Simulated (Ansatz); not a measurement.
**How methods differ on SiH2OF (SMILES O[SiH]F)**

SiH2OF: 5 atoms, total charge 0, spin state doublet. As SMILES, `O[SiH]F`. The coordinates come from a PBE0-D4/def2-TZVP relaxation. This is one conformer, not always the lowest.

```csv
atom,x (Å),y (Å),z (Å)
O,-0.6152,-0.8846,-0.2763
Si,0.2839,0.2457,0.4931
F,0.2070,1.6465,-0.2831
H,-1.5645,-0.7651,-0.3380
H,1.6888,-0.2426,0.4044
```

Quantity: the energy change with the O1–Si2 bond stretched from 1.636 to 4.091 Å, in eV. The values are calculated.

```
            level                    kind  program  value (eV)  less FCI/STO-3G  CPU time (all runs)
       UHF/STO-3G            Hartree–Fock   Ansatz        2.50            -0.22               0.62 s
      UPBE/STO-3G                     GGA   Ansatz        3.85            +1.13                 10 s
  U-r2SCAN/STO-3G                meta-GGA   Ansatz        3.74            +1.02                 31 s
     UPBE0/STO-3G           global hybrid   Ansatz        3.63            +0.91                 11 s
UCAM-B3LYP/STO-3G  range-separated hybrid   Ansatz        3.67            +0.95                 12 s
   UB2PLYP/STO-3G           double hybrid   Ansatz        3.23            +0.51                 12 s
   RPA@PBE/STO-3G                     RPA   Ansatz        2.32            -0.40                 14 s
      UMP2/STO-3G     perturbation theory   Ansatz        2.81            +0.09               0.87 s
  UCCSD(T)/STO-3G   coupled cluster or CI   Ansatz        2.71            -0.01                1.4 s
       FCI/STO-3G      exact in the basis   Ansatz        2.72             0.00                 55 s
```

FCI/STO-3G is exact within its basis and frozen core, so for wave-function methods in that basis the difference is their error; functionals converge differently with the basis, so for them it is only a difference. The first shape isn't each level's own minimum. The values span 2.32 to 3.85 eV. All rows use very small basis sets, so even the best lies far from the true value. Times are those of the runs behind each value, whatever else they computed, on shared processors of several kinds: orders of magnitude only.

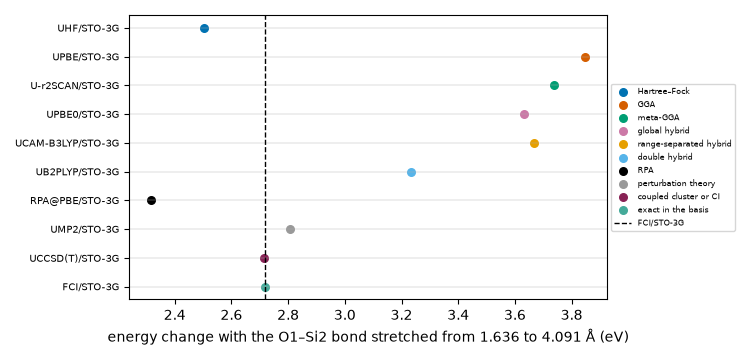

The values of the table, level by level.
